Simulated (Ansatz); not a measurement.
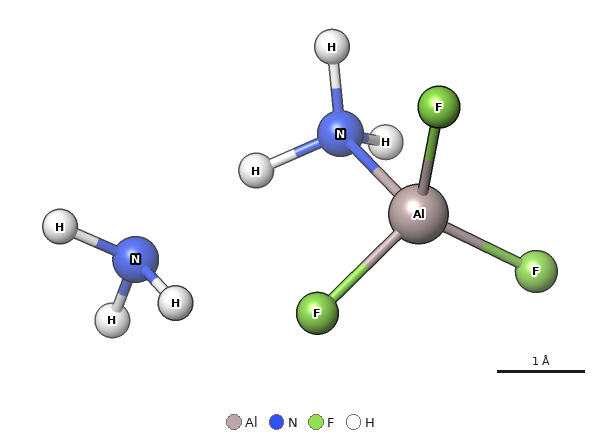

*The input geometry (ball-and-stick view, seen at an oblique angle). Sticks mark near contacts.*

Bond lengths as drawn: Al–F 1.69 to 1.71 Å, Al–N 1.99 Å and H–N 1.03 to 1.08 Å.

AlN$_{2}$H$_{6}$F$_{3}$: nudged elastic band (part 1 of 2)

The run: nudged elastic band of AlN$_{2}$H$_{6}$F$_{3}$. Method and program: RKS revPBE-D4/def2-SVP (Ansatz 0.2.0).

It belongs to a series of runs on one base structure; here: band between the two ends.

What the program printed
```
Engine: ansatz 0.2.0, aarch64-unknown-linux-gnu
Functional definition: revPBE
  parameter kappa = 1.245
  parameter beta = 0.06672455060314922
  exchange = pbe_x(kappa = kappa, mu = beta*pi^2/3)
  correlation = pbe_c(beta = beta)
1329 factors; their error is unknown
mean field evaluation 1: about -17802.5280 eV, gradient 9.2e1 eV
mean field evaluation 2: about -17773.4038 eV, gradient 1.5e2 eV
mean field evaluation 4: about -17817.1403 eV, gradient 8.3e0 eV
mean field evaluation 8: about -17817.2693 eV, gradient 1.5e-1 eV
mean field evaluation 16: about -17817.1943 eV, gradient 1.6e-4 eV
mean field -17817.19430505 eV, -654.7698137827 hartree, gradient 3.3e-5 eV, S^2 0.000000; 0 other end points of the search recorded, 0 dependent functions left out
the calculation of the forces begins
reference -17817.19436425 eV, -654.7698159580 hartree; 30, 30 occupied and 88, 88 virtual orbitals, 1329 factors
1329 factors; their error is unknown
mean field evaluation 32: about -17816.7506 eV, gradient 4.5e-3 eV
mean field -17816.75059244 eV, -654.7535076450 hartree, gradient 5.0e-5 eV, S^2 0.000000; 0 other end points of the search recorded, 0 dependent functions left out
[... from here on the field's lines of each further geometry are left out, up to the last ...]
NEB iter   1: max|band force component| = 7.750e0 eV/Å  barrier→ = 2.0630 eV  barrier← = 1.5951 eV  Δτ_max = 0.2000 Å  (312 SCF iters)
NEB iter   2: max|band force component| = 2.848e0 eV/Å  barrier→ = 1.0487 eV  barrier← = 0.5808 eV  Δτ_max = 0.2000 Å  (273 SCF iters)
NEB iter   3: max|band force component| = 3.305e0 eV/Å  barrier→ = 0.7844 eV  barrier← = 0.3164 eV  Δτ_max = 0.0998 Å  (290 SCF iters)
NEB iter   4: max|band force component| = 1.164e0 eV/Å  barrier→ = 0.5221 eV  barrier← = 0.0542 eV  Δτ_max = 0.1942 Å  (257 SCF iters)
NEB iter   5: max|band force component| = 1.687e0 eV/Å  barrier→ = 0.4679 eV  barrier← = 0.0000 eV  Δτ_max = 0.0985 Å  (261 SCF iters)
NEB iter   6: max|band force component| = 8.633e-1 eV/Å  barrier→ = 0.4679 eV  barrier← = 0.0000 eV  Δτ_max = 0.1970 Å  (254 SCF iters)
NEB iter   7: max|band force component| = 4.100e0 eV/Å  barrier→ = 0.4679 eV  barrier← = 0.0000 eV  Δτ_max = 0.0973 Å  (257 SCF iters)
NEB iter   8: max|band force component| = 1.422e0 eV/Å  barrier→ = 0.4679 eV  barrier← = 0.0000 eV  Δτ_max = 0.2000 Å  (254 SCF iters)
NEB iter   9: max|band force component| = 7.632e-1 eV/Å  barrier→ = 0.5604 eV  barrier← = 0.0925 eV  Δτ_max = 0.2000 Å  (267 SCF iters)
NEB iter  10: max|band force component| = 2.661e0 eV/Å  barrier→ = 1.1933 eV  barrier← = 0.7254 eV  Δτ_max = 0.0975 Å  (281 SCF iters)
NEB iter  11: max|band force component| = 8.613e-1 eV/Å  barrier→ = 0.5956 eV  barrier← = 0.1277 eV  Δτ_max = 0.1962 Å  (257 SCF iters)
NEB iter  12: max|band force component| = 1.148e0 eV/Å  barrier→ = 0.4830 eV  barrier← = 0.0151 eV  Δτ_max = 0.1855 Å  (260 SCF iters)
NEB iter  13: max|band force component| = 4.669e-1 eV/Å  barrier→ = 0.4726 eV  barrier← = 0.0046 eV  CI = image 9  Δτ_max = 0.1846 Å  (263 SCF iters)
NEB iter  14: max|band force component| = 6.332e-1 eV/Å  barrier→ = 0.4944 eV  barrier← = 0.0265 eV  CI = image 7  Δτ_max = 0.1063 Å  (269 SCF iters)
NEB iter  15: max|band force component| = 4.706e-1 eV/Å  barrier→ = 0.4937 eV  barrier← = 0.0258 eV  CI = image 6  Δτ_max = 0.1056 Å  (249 SCF iters)
NEB iter  16: max|band force component| = 5.730e-1 eV/Å  barrier→ = 0.5152 eV  barrier← = 0.0473 eV  CI = image 4  Δτ_max = 0.0539 Å  (251 SCF iters)
NEB iter  17: max|band force component| = 8.405e-1 eV/Å  barrier→ = 0.4934 eV  barrier← = 0.0255 eV  CI = image 4  Δτ_max = 0.0499 Å  (257 SCF iters)
NEB iter  18: max|band force component| = 1.049e0 eV/Å  barrier→ = 0.4817 eV  barrier← = 0.0137 eV  CI = image 4  Δτ_max = 0.1035 Å  (256 SCF iters)
NEB iter  19: max|band force component| = 5.670e-1 eV/Å  barrier→ = 0.4790 eV  barrier← = 0.0111 eV  CI = image 6  Δτ_max = 0.1604 Å  (251 SCF iters)
NEB iter  20: max|band force component| = 2.537e-1 eV/Å  barrier→ = 0.4751 eV  barrier← = 0.0072 eV  CI = image 6  Δτ_max = 0.2000 Å  (253 SCF iters)
NEB iter  21: max|band force component| = 6.189e-1 eV/Å  barrier→ = 0.6009 eV  barrier← = 0.1330 eV  CI = image 9  Δτ_max = 0.1004 Å  (256 SCF iters)
NEB iter  22: max|band force component| = 9.581e-1 eV/Å  barrier→ = 0.6082 eV  barrier← = 0.1402 eV  CI = image 9  Δτ_max = 0.1011 Å  (253 SCF iters)
NEB iter  23: max|band force component| = 1.295e0 eV/Å  barrier→ = 0.5928 eV  barrier← = 0.1249 eV  CI = image 9  Δτ_max = 0.1000 Å  (250 SCF iters)
NEB iter  24: max|band force component| = 9.731e-1 eV/Å  barrier→ = 0.5282 eV  barrier← = 0.0603 eV  CI = image 9  Δτ_max = 0.1980 Å  (250 SCF iters)
NEB iter  25: max|band force component| = 8.595e-1 eV/Å  barrier→ = 0.5069 eV  barrier← = 0.0390 eV  CI = image 9  Δτ_max = 0.1004 Å  (265 SCF iters)
NEB iter  26: max|band force component| = 5.795e-1 eV/Å  barrier→ = 0.4949 eV  barrier← = 0.0270 eV  CI = image 9  Δτ_max = 0.1007 Å  (252 SCF iters)
NEB iter  27: max|band force component| = 4.746e-1 eV/Å  barrier→ = 0.4928 eV  barrier← = 0.0249 eV  CI = image 9  Δτ_max = 0.1002 Å  (251 SCF iters)
NEB iter  28: max|band force component| = 3.692e-1 eV/Å  barrier→ = 0.4878 eV  barrier← = 0.0199 eV  CI = image 9  Δτ_max = 0.1999 Å  (255 SCF iters)
NEB iter  29: max|band force component| = 1.843e-1 eV/Å  barrier→ = 0.4982 eV  barrier← = 0.0303 eV  CI = image 9  Δτ_max = 0.1327 Å  (248 SCF iters)
NEB iter  30: max|band force component| = 1.784e-1 eV/Å  barrier→ = 0.4926 eV  barrier← = 0.0247 eV  CI = image 9  Δτ_max = 0.0445 Å  (256 SCF iters)
NEB iter  31: max|band force component| = 1.271e-1 eV/Å  barrier→ = 0.4929 eV  barrier← = 0.0250 eV  CI = image 9  Δτ_max = 0.0340 Å  (251 SCF iters)
NEB iter  32: max|band force component| = 7.249e-2 eV/Å  barrier→ = 0.4928 eV  barrier← = 0.0249 eV  CI = image 9  Δτ_max = 0.0224 Å  (234 SCF iters)
NEB iter  33: max|band force component| = 6.568e-2 eV/Å  barrier→ = 0.4910 eV  barrier← = 0.0230 eV  CI = image 9  Δτ_max = 0.0826 Å  (238 SCF iters)
NEB iter  34: max|band force component| = 1.926e-1 eV/Å  barrier→ = 0.4805 eV  barrier← = 0.0126 eV  CI = image 9  Δτ_max = 0.1889 Å  (250 SCF iters)
NEB iter  35: max|band force component| = 4.349e-1 eV/Å  barrier→ = 0.4547 eV  barrier← = -0.0132 eV  CI = image 9  Δτ_max = 0.1986 Å  (246 SCF iters)
NEB iter  36: max|band force component| = 5.653e-1 eV/Å  barrier→ = 0.4121 eV  barrier← = -0.0558 eV  CI = image 9  Δτ_max = 0.1985 Å  (246 SCF iters)
NEB iter  37: max|band force component| = 4.655e-1 eV/Å  barrier→ = 0.3759 eV  barrier← = -0.0921 eV  CI = image 9  Δτ_max = 0.1998 Å  (247 SCF iters)
NEB iter  38: max|band force component| = 6.088e-1 eV/Å  barrier→ = 0.3564 eV  barrier← = -0.1115 eV  CI = image 9  Δτ_max = 0.1995 Å  (249 SCF iters)
NEB iter  39: max|band force component| = 4.940e-1 eV/Å  barrier→ = 0.4044 eV  barrier← = -0.0636 eV  CI = image 9  Δτ_max = 0.1985 Å  (243 SCF iters)
NEB iter  40: max|band force component| = 4.473e-1 eV/Å  barrier→ = 0.3990 eV  barrier← = -0.0689 eV  CI = image 9  Δτ_max = 0.1137 Å  (247 SCF iters)
NEB iter  41: max|band force component| = 3.857e-1 eV/Å  barrier→ = 0.4311 eV  barrier← = -0.0368 eV  CI = image 9  Δτ_max = 0.0797 Å  (255 SCF iters)
NEB iter  42: max|band force component| = 2.257e-1 eV/Å  barrier→ = 0.4465 eV  barrier← = -0.0214 eV  CI = image 9  Δτ_max = 0.0716 Å  (254 SCF iters)
NEB iter  43: max|band force component| = 1.375e-1 eV/Å  barrier→ = 0.4591 eV  barrier← = -0.0088 eV  CI = image 9  Δτ_max = 0.0489 Å  (249 SCF iters)
NEB iter  44: max|band force component| = 7.616e-2 eV/Å  barrier→ = 0.4646 eV  barrier← = -0.0034 eV  CI = image 9  Δτ_max = 0.0264 Å  (254 SCF iters)
NEB iter  45: max|band force component| = 5.911e-2 eV/Å  barrier→ = 0.4685 eV  barrier← = 0.0005 eV  CI = image 9  Δτ_max = 0.0229 Å  (262 SCF iters)
NEB iter  46: max|band force component| = 5.343e-2 eV/Å  barrier→ = 0.4692 eV  barrier← = 0.0012 eV  CI = image 9  Δτ_max = 0.0241 Å  (258 SCF iters)
the calculation of the forces begins
reference -17816.75364275 eV, -654.7536197417 hartree; 30, 30 occupied and 88, 88 virtual orbitals, 1329 factors
1329 factors; their error is unknown
mean field evaluation 3296: about -17816.8110 eV, gradient 2.2e-1 eV
mean field -17816.74268746 eV, -654.7532171424 hartree, gradient 2.3e-5 eV, S^2 0.000000; 1 other end points of the search recorded, 0 dependent functions left out
the calculation of the forces begins
reference -17816.74274475 eV, -654.7532192476 hartree; 30, 30 occupied and 88, 88 virtual orbitals, 1329 factors
NEB iter  47: max|band force component| = 2.484e-2 eV/Å  barrier→ = 0.4691 eV  barrier← = 0.0012 eV  CI = image 9  Δτ_max = 0.0000 Å  (504 SCF iters)
```

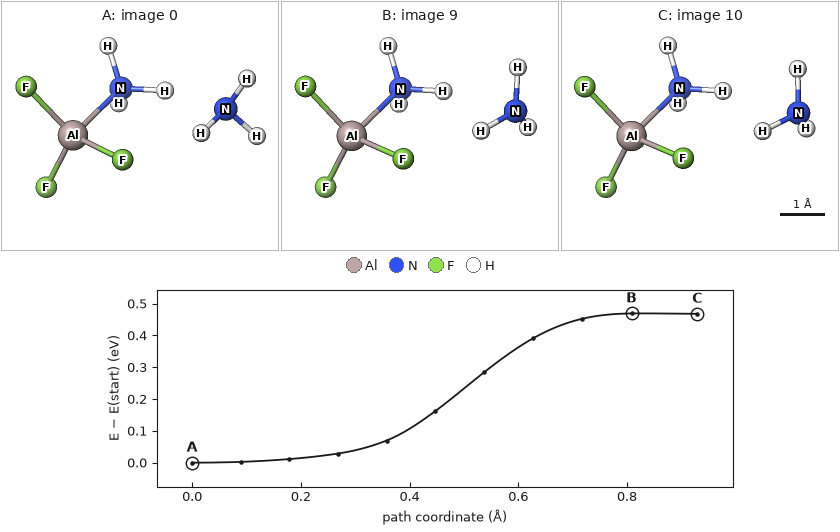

*Images of the last band (counted from 0; ball-and-stick, seen at a tilt) above the energy along the path; the line is a cubic interpolation that uses the forces.*

The highest image is number 9, 0.469 eV above the start and 0.001 eV above the end (the climbing image); the end lies 0.468 eV above the start. The path is 0.93 Å long. The band converged in 47 iterations.

```
Total energy: -17817.30917152 eV, -654.7740350475 hartree
Atom 0 at    -0.122375    -1.693157     0.471464 Å, force    -0.007033    -0.005681    -0.003660 eV/Å
Atom 1 at    -1.052327    -0.122715    -0.363818 Å, force     0.003827    -0.005975    -0.007190 eV/Å
Atom 2 at    -0.091155    -2.803648    -0.799302 Å, force    -0.001389    -0.001593    -0.000509 eV/Å
Atom 3 at    -1.111251    -2.031910     1.796539 Å, force    -0.001821    -0.000348     0.002656 eV/Å
Atom 4 at     1.488144     0.915346     0.299831 Å, force     0.003477     0.006711    -0.005837 eV/Å
Atom 5 at     1.378464    -0.976737     0.847238 Å, force     0.011901     0.004302     0.004742 eV/Å
Atom 6 at    -0.380539     0.688352    -0.358495 Å, force    -0.005094     0.005748     0.012743 eV/Å
Atom 7 at     1.283882     1.847733    -0.076311 Å, force    -0.016495    -0.017373    -0.000837 eV/Å
Atom 8 at    -1.899300     0.148241     0.155019 Å, force     0.001797     0.003470     0.000337 eV/Å
Atom 9 at    -1.329396    -0.312120    -1.337147 Å, force    -0.002215     0.000367    -0.001190 eV/Å
Atom 10 at     1.207957     1.922993    -1.088681 Å, force     0.009839     0.010112     0.007128 eV/Å
Atom 11 at     0.627695     2.417626     0.453763 Å, force     0.003207     0.000261    -0.008383 eV/Å
Dipole moment:    -0.649225     1.023712    -0.557994 e Å
this run last wrote the band of iteration 47 to [file]
```

The last band as extended XYZ (Å, eV, eV/Å)
```
12
Properties=species:S:1:pos:R:3:forces:R:3 image=0 energy=-17817.77823
Al   -0.1269   -1.6598    0.4747    0.0026   0.0028  -0.0026
N    -1.1251   -0.1542   -0.3634    0.0066   0.0005   0.0050
F    -0.0693   -2.8093   -0.7638   -0.0002   0.0005   0.0034
F    -1.0594   -2.0197    1.8382    0.0022  -0.0007  -0.0002
H     1.4753    0.9444    0.2590   -0.0002   0.0007  -0.0004
F     1.3843   -0.9408    0.8309   -0.0036  -0.0018  -0.0003
H    -0.4781    0.7047   -0.3978   -0.0024  -0.0030  -0.0016
N     0.9468    1.7126   -0.1922   -0.0063  -0.0003  -0.0025
H    -1.9704    0.0867    0.1719   -0.0035   0.0022   0.0018
H    -1.4259   -0.3838   -1.3203    0.0007   0.0015  -0.0057
H     1.5004    2.0170   -1.0041    0.0006  -0.0004   0.0036
H     0.9481    2.5023    0.4670    0.0035  -0.0019  -0.0005
12
Properties=species:S:1:pos:R:3:forces:R:3 image=1 energy=-17817.77566
Al   -0.1341   -1.6712    0.4760   -0.0017   0.0029  -0.0023
N    -1.1107   -0.1527   -0.3591   -0.0090  -0.0066  -0.0012
F    -0.0867   -2.8212   -0.7628    0.0056   0.0003   0.0022
F    -1.0712   -2.0270    1.8376    0.0061   0.0009   0.0028
H     1.5062    0.9657    0.2598   -0.0178  -0.0100  -0.0046
F     1.3816   -0.9628    0.8329    0.0026   0.0101  -0.0026
H    -0.4474    0.6968   -0.3831   -0.0202   0.0039  -0.0078
N     0.9430    1.7082   -0.1912    0.0028   0.0133  -0.0005
H    -1.9549    0.1021    0.1711   -0.0110  -0.0132  -0.0008
H    -1.4068   -0.3673   -1.3209   -0.0118  -0.0129  -0.0002
H     1.4650    2.0245   -1.0186    0.0276   0.0063   0.0095
H     0.9158    2.5049    0.4582    0.0269   0.0049   0.0057
12
Properties=species:S:1:pos:R:3:forces:R:3 image=2 energy=-17817.76690
Al   -0.1382   -1.6742    0.4759   -0.0053  -0.0002  -0.0005
N    -1.0970   -0.1477   -0.3566   -0.0165  -0.0139  -0.0046
F    -0.0935   -2.8216   -0.7656    0.0101  -0.0070   0.0040
F    -1.0805   -2.0267    1.8351    0.0100  -0.0054   0.0071
H     1.5317    0.9768    0.2661   -0.0317  -0.0016  -0.0124
F     1.3813   -0.9760    0.8386    0.0020   0.0115  -0.0038
H    -0.4147    0.6923   -0.3695   -0.0504  -0.0025  -0.0143
N     0.9381    1.6931   -0.1870   -0.0010   0.0290  -0.0062
H    -1.9392    0.1209    0.1692   -0.0258  -0.0276  -0.0017
H    -1.3876   -0.3490   -1.3226   -0.0278  -0.0271  -0.0005
H     1.4244    2.0148   -1.0330    0.0674   0.0262   0.0252
H     0.8751    2.4973    0.4496    0.0692   0.0187   0.0079
12
Properties=species:S:1:pos:R:3:forces:R:3 image=3 energy=-17817.74956
Al   -0.1396   -1.6726    0.4756   -0.0111  -0.0074   0.0001
N    -1.0825   -0.1410   -0.3555   -0.0282  -0.0181  -0.0128
F    -0.0963   -2.8181   -0.7681    0.0181  -0.0122   0.0092
F    -1.0883   -2.0220    1.8314    0.0176  -0.0118   0.0126
H     1.5504    0.9785    0.2750   -0.0328   0.0524  -0.0297
F     1.3826   -0.9815    0.8442    0.0012   0.0038  -0.0025
H    -0.3839    0.6921   -0.3596   -0.0769  -0.0240  -0.0119
N     0.9384    1.6776   -0.1802   -0.0801   0.0085  -0.0279
H    -1.9231    0.1377    0.1671   -0.0424  -0.0361  -0.0040
H    -1.3685   -0.3339   -1.3242   -0.0446  -0.0358  -0.0037
H     1.3817    1.9974   -1.0491    0.1286   0.0566   0.0752
H     0.8288    2.4858    0.4435    0.1506   0.0243  -0.0046
12
Properties=species:S:1:pos:R:3:forces:R:3 image=4 energy=-17817.70861
Al   -0.1408   -1.6713    0.4762   -0.0147   0.0099  -0.0070
N    -1.0693   -0.1320   -0.3550   -0.0379  -0.0182  -0.0201
F    -0.1032   -2.8143   -0.7703    0.0270  -0.0108   0.0193
F    -1.0983   -2.0159    1.8274    0.0307  -0.0142   0.0121
H     1.5602    0.9610    0.2858    0.0330   0.1923  -0.0505
F     1.3832   -0.9832    0.8478   -0.0063  -0.0152   0.0004
H    -0.3624    0.6962   -0.3550   -0.0438  -0.0270   0.0074
N     0.9683    1.6766   -0.1683   -0.4690  -0.1869  -0.1062
H    -1.9092    0.1517    0.1658   -0.0480  -0.0354  -0.0062
H    -1.3534   -0.3224   -1.3247   -0.0503  -0.0344  -0.0054
H     1.3428    1.9766   -1.0736    0.2536   0.1131   0.1898
H     0.7819    2.4770    0.4440    0.3257   0.0267  -0.0335
```
